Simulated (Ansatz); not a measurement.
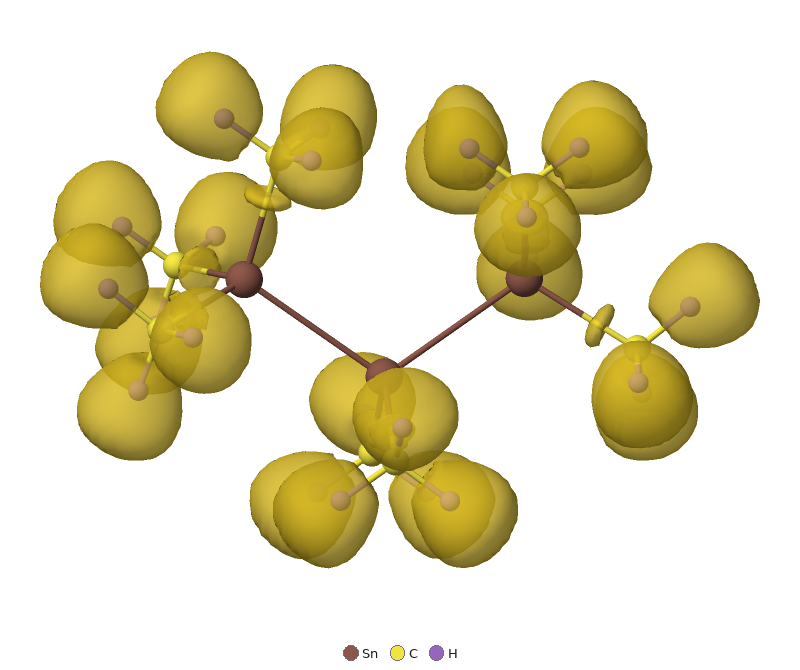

*C8H24Sn3. Isosurface of the ELF at 0.85 (yellow), seen at a tilt. Core shells and regions of very low density are left out.*

Geometry: PBE-D4/def2-SVP; core potentials replace the inner electrons of Sn.

Theory: Ansatz 0.2.0, RKS PBE0-D4/def2-SVP.

```xyz
35

Sn   -0.3477    0.1466   -2.3126
C     0.7384   -0.3973   -4.1332
C    -2.3825   -0.6348   -2.4861
C    -0.4887    2.3278   -2.2542
Sn    0.8972   -0.8243    0.0162
C     0.7088   -3.0073    0.1340
C     3.0501   -0.4044   -0.0535
Sn   -0.2326    0.3728    2.3008
C     1.2917    0.9470    3.7609
C    -1.3252    2.1820    1.7352
C    -1.6504   -0.9606    3.2971
H     0.2298    0.0440   -5.0134
H     1.7763   -0.0136   -4.0882
H     0.7680   -1.4982   -4.2483
H    -2.9849   -0.3328   -1.6071
H    -2.3672   -1.7402   -2.5463
H    -2.8585   -0.2320   -3.4022
H    -1.0095    2.6897   -3.1634
H    -1.0567    2.6497   -1.3599
H     0.5227    2.7778   -2.2178
H     1.1713   -3.4724   -0.7584
H     1.2236   -3.3777    1.0419
H    -0.3583   -3.2976    0.1810
H     3.2284    0.6860   -0.1185
H     3.4985   -0.8969   -0.9384
H     3.5350   -0.7946    0.8625
H     2.0239    1.6365    3.2980
H     1.8281    0.0506    4.1278
H     0.8112    1.4558    4.6200
H    -0.6398    2.9123    1.2629
H    -2.1286    1.9301    1.0152
H    -1.7808    2.6451    2.6331
H    -2.0722   -0.4547    4.1882
H    -2.4771   -1.2239    2.6090
H    -1.1424   -1.8906    3.6177
```

Q: Describe the localisation domains.

A: The ELF exceeds this value in 24 regions around hydrogen nuclei and eight lobes of the valence shell of C pointing towards Sn (polar bonds). Along the contacts the grid gives the following. C–Sn (2.19 Å): the ELF peaks at about 0.90 in the valence shell of C, 0.7 Å from its nucleus, and drops to about 0.15 between the two atoms. Sn–Sn (2.81 Å): the ELF peaks at about 0.75 between the atoms, as expected for a covalent bond.
